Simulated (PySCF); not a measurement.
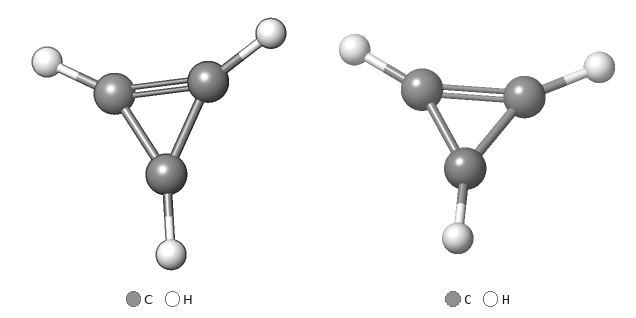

The same structure drawn twice, from different directions.

Charge +1, singlet. The geometry was computed by an optimisation with PBE0-D3(BJ)/def2-SVP. No frequency run is at hand to confirm it as a minimum.

Describe the molecule.

It has 6 atoms: 3 carbon and 3 hydrogen (C3H3(+)). SMILES: `c1c[cH+]1`. Independent rings (smallest set): 1 of 3 members, 1 of them aromatic. The point group is D3h. All atoms lie on one plane.

More results for the same structure follow; atom numbers are the same in all pictures, views and colours differ.

## Spin–spin coupling

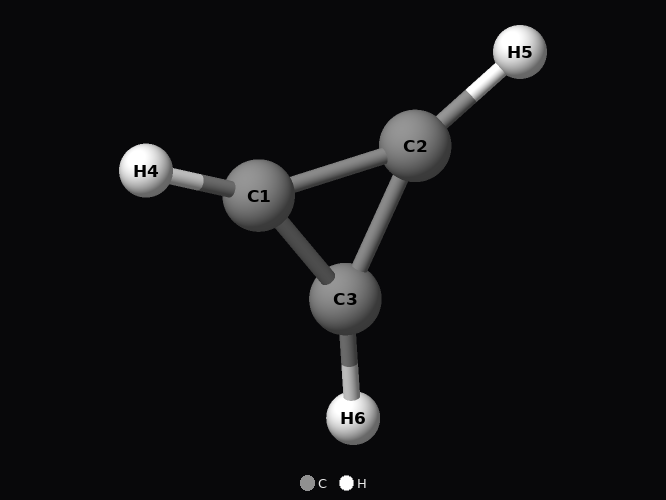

No frequency run is at hand to confirm it as a minimum. Level of theory: B3LYP/pcJ-1 indirect spin-spin coupling, non-relativistic, gas phase (PySCF 2.14.0). Isotopes: 13C, 1H.

Give the spin–spin coupling constants of these pairs, with the number of bonds between them: C1/H4, C3/H6, C1/H6, C2/H6, C2/H4.

```
  pair  bonds apart  J (Hz)
C1, H4            1   282.4
C3, H6            1   282.4
C1, H6            2     1.9
C2, H6            2     1.9
C2, H4            2     1.9
```

## Core levels

No frequency run is at hand to confirm it as a minimum. Properties computed with delta-SCF UKS SCAN, pcX-2 on the ionised atom, pcseg-1 elsewhere, spin-free X2C (PySCF 2.14.0).

Give the core-electron binding energies (to vacuum) of C1 1s.

| atom | level | binding energy (eV) |
| --- | --- | --- |
| C1 | 1s | 300.5 |

## Ring current

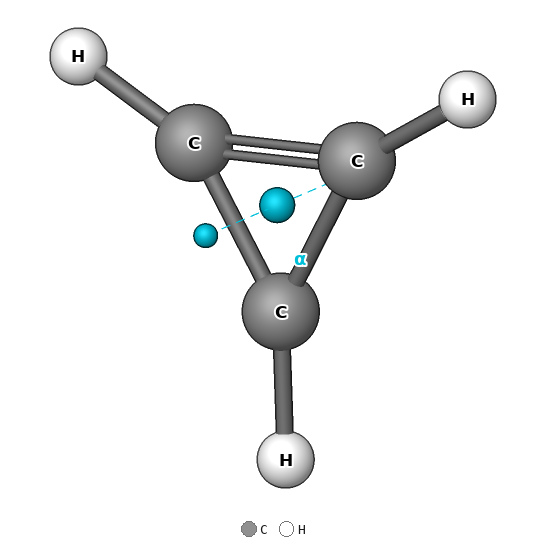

The small points mark where nucleus-independent chemical shifts (NICS) were computed: at the centre of each lettered ring and 1 Å above and below it. No frequency run is at hand to confirm it as a minimum. Method: GIAO PBE/pcSseg-2 NMR shielding, non-relativistic, gas phase (PySCF 2.14.0).

Give NICS(0), NICS(1) and the out-of-plane component NICS(1)zz for each ring (means of the two sides).

| ring | members | NICS(0) | NICS(1) | NICS(1)zz |
| --- | --- | --- | --- | --- |
| α | C3 | −21.8 | −14.5 | −28.7 |

Values in ppm.

## Electronic properties

No frequency run is at hand to confirm it as a minimum. Level of theory: CAM-B3LYP/def2-SVPD, gas phase (PySCF 2.14.0). Excitations: vertical, linear response.

Question: Give the HOMO energy (Kohn–Sham orbital) at this level.

Answer: −19.22 eV.

Question: What is the brightest of the 10 lowest singlets?

Answer: 9.57 eV.

Question: Estimate the mean static polarisability.

Answer: 23.4 bohr³.

Question: Give the lowest vertical singlet excitation at this level.

Answer: 7.24 eV.
